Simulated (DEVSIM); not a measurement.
Structure: Si p-n junction from an implanted or diffused profile, at 450 K.

| layer (left to right) | material | thickness (μm) | Nd (cm⁻³) | τn (s) | τp (s) |
|---|---|---|---|---|---|
| 1 | Si | 94.0 | 5.2e16 | 2.1e-6 | 2.1e-6 |

Added acceptor profile: 2.2e18 cm⁻³ × exp(−(x − 0 μm)²/(2·(0.11 μm)²)). Left contact: ohmic. Right contact: ohmic. Voltage is applied to the left contact. Recombination: SRH at mid-gap. Gap narrowing is on: ΔEg = 6.92 meV × (l + √(l² + 0.5)), l = ln(N/1.3e17 cm⁻³), shared equally by both band edges. Mobility is μmin + (μ − μmin)/(1 + (N/Nref)^α).

Constants are typed, rounded textbook-type inputs, not results; the design itself was drawn at random and stands for no fabricated device. Values at 300 K; Nc and Nv go as T^1.5, mobilities as T to minus their exponent, the gap by Varshni's rule with the affinity fixed.

```tsv
parameter	Si
gap (eV)	1.124
affinity (eV)	4.05
permittivity	11.7
Nc (cm⁻³)	2.86e19
Nv (cm⁻³)	3.1e19
μn (cm²/Vs)	1417
μp (cm²/Vs)	470
μn,min	52
μp,min	45
Nref,n	9.7e16
Nref,p	2.2e17
αn	0.68
αp	0.72
T exponent of μn	2.3
T exponent of μp	2.2
Varshni α (eV/K)	0.000473
Varshni β (K)	636
```

Model (solved in DEVSIM): 1D drift-diffusion, Boltzmann statistics, complete ionisation; no tunnelling, impact ionisation, image-force lowering or self-heating.

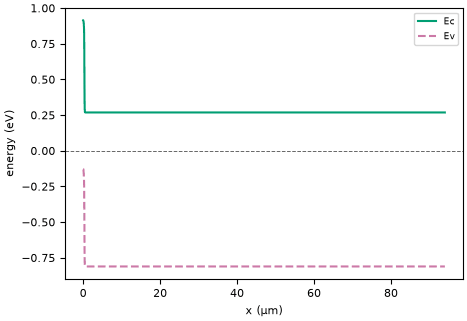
Fig. 1. Band edges at zero bias

Energies count from the Fermi level of the right contact; mesh points crowd at the junctions.

```csv
x (μm),Ec (eV),Ev (eV),n (cm⁻³),p (cm⁻³),field (V/cm)
0.000,0.914,-0.127,3.0e9,2.1e18,-94
0.02610,0.913,-0.128,3.1e9,2.1e18,-710
0.06663,0.909,-0.134,3.5e9,1.8e18,-1800
0.1296,0.895,-0.155,4.9e9,1.0e18,-3700
0.2486,0.812,-0.259,4.2e10,7.2e16,-23000
0.3388,0.431,-0.648,7.9e14,3.1e12,-39000
0.4312,0.275,-0.805,4.4e16,5.5e10,-2700
0.5691,0.268,-0.811,5.2e16,4.7e10,≈ 0
0.8148,0.268,-0.811,5.2e16,4.7e10,≈ 0
1.398,0.268,-0.811,5.2e16,4.7e10,≈ 0
2.783,0.268,-0.811,5.2e16,4.7e10,≈ 0
7.966,0.268,-0.811,5.2e16,4.7e10,≈ 0
18.38,0.268,-0.811,5.2e16,4.7e10,≈ 0
43.09,0.268,-0.811,5.2e16,4.7e10,≈ 0
77.07,0.268,-0.811,5.2e16,4.7e10,≈ 0
86.83,0.268,-0.811,5.2e16,4.7e10,≈ 0
90.97,0.268,-0.811,5.2e16,4.7e10,≈ 0
92.73,0.268,-0.811,5.2e16,4.7e10,≈ 0
93.61,0.268,-0.811,5.2e16,4.7e10,≈ 0
93.85,0.268,-0.811,5.2e16,4.7e10,≈ 0
93.95,0.268,-0.811,5.2e16,4.7e10,≈ 0
94.00,0.268,-0.811,5.2e16,4.7e10,≈ 0
```
